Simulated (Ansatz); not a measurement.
Dissociation curves of SiNH3 (SMILES [N][SiH3])

SiNH3 has 5 atoms, charge 0, and is taken as a triplet. As SMILES, `[N][SiH3]`. The coordinates come from a GFN2-xTB relaxation.

```xyz
5

N    -1.5366    0.3343    0.4795
Si    0.0102   -0.0023   -0.0038
H     0.0649   -0.3132   -1.4454
H     0.5551   -1.1630    0.7272
H     0.9063    1.1442    0.2425
```

The Si2–H3 distance is scanned; the parts on either side stay rigid. Basis STO-3G, 6 core orbitals frozen in the correlated methods; program Ansatz 0.2.0. FCI is exact within this basis and core. Energies in eV from each method's value at 1.476 Å; open shells run as named. The shape above is that at 1.476 Å.

```json
{"distance (Å)": "1.476", "UHF": "0.00", "UPBE": "0.00", "U-r2SCAN": "0.00", "UBCCD(T)": "0.00", "FCI": "0.00"}
{"distance (Å)": "1.845", "UHF": "1.57", "UPBE": "1.03", "U-r2SCAN": "1.15", "UBCCD(T)": "1.15", "FCI": "1.15"}
{"distance (Å)": "2.214", "UHF": "3.16", "UPBE": "2.56", "U-r2SCAN": "2.75", "UBCCD(T)": "2.70", "FCI": "2.69"}
{"distance (Å)": "2.951", "UHF": "3.92", "UPBE": "3.80", "U-r2SCAN": "4.02", "UBCCD(T)": "3.63", "FCI": "3.60"}
{"distance (Å)": "3.689", "UHF": "3.99", "UPBE": "3.89", "U-r2SCAN": "4.17", "UBCCD(T)": "3.65", "FCI": "3.62"}
```

Departure from the FCI curve at its largest: UHF +0.47 eV at 2.21 Å; UPBE +0.27 eV at 3.69 Å; U-r2SCAN +0.55 eV at 3.69 Å; UBCCD(T) +0.03 eV at 3.69 Å. For the functionals part of the departure is owed to the small basis.

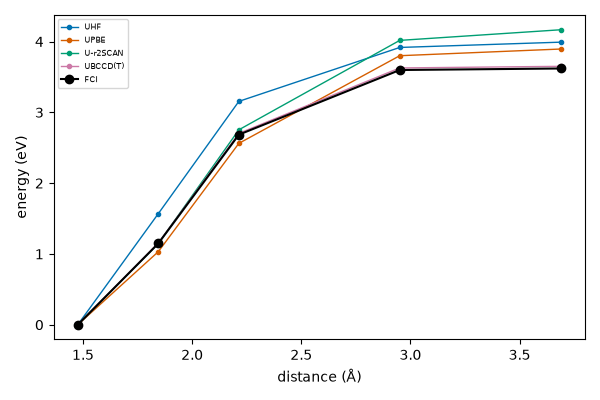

The curves of the table.
